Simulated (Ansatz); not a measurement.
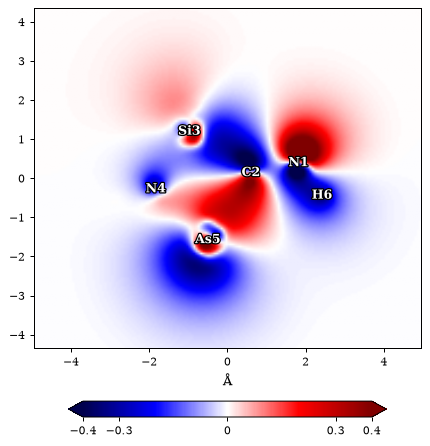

Figure 1: CH5AsN2Si. The HOMO on the plane of atoms Si3, C2 and As5 (values in Å⁻³ᐟ²; the overall sign is arbitrary).

Geometry: PBE0-D4/def2-TZVP.

The calculation used Ansatz 0.2.0, RKS PBE0-D4/def2-TZVPP.

Input file:

```
crystal:
  periodic: [false, false, false]
  atoms:
    - {symbol: N, position_ang: [-2.053830, 0.238138, 0.854449]}
    - {symbol: C, position_ang: [-0.939187, -0.010555, 0.340168]}
    - {symbol: Si, position_ang: [0.453381, 1.059819, -0.383708]}
    - {symbol: N, position_ang: [1.161350, -0.422236, -0.885456]}
    - {symbol: As, position_ang: [0.068647, -1.720117, -0.113737]}
    - {symbol: H, position_ang: [-2.573583, -0.594946, 1.138231]}
    - {symbol: H, position_ang: [0.103509, 2.009695, -1.475843]}
    - {symbol: H, position_ang: [1.191047, 1.822606, 0.663854]}
    - {symbol: H, position_ang: [1.973255, -0.653323, -1.428088]}
    - {symbol: H, position_ang: [0.698610, -1.780182, 1.293028]}
basis:
  gaussian: {orbitals: def2-TZVPP}
hamiltonian: {xc: pbe0, dispersion: d4}
output: {orbitals: {seedname: orbitals}}
```

Command:

```sh
ansatz run in.yaml --threads 4 --pin off --events-out ev --progress --plain --max-ram 10444MiB
```

### What is the character of this orbital?

By Hirshfeld shares it lies mainly on As5 (about 35 %), N1 (about 25 %), C2 (about 15 %) and Si3 (about 10 %). Its energy is −6.44 eV.
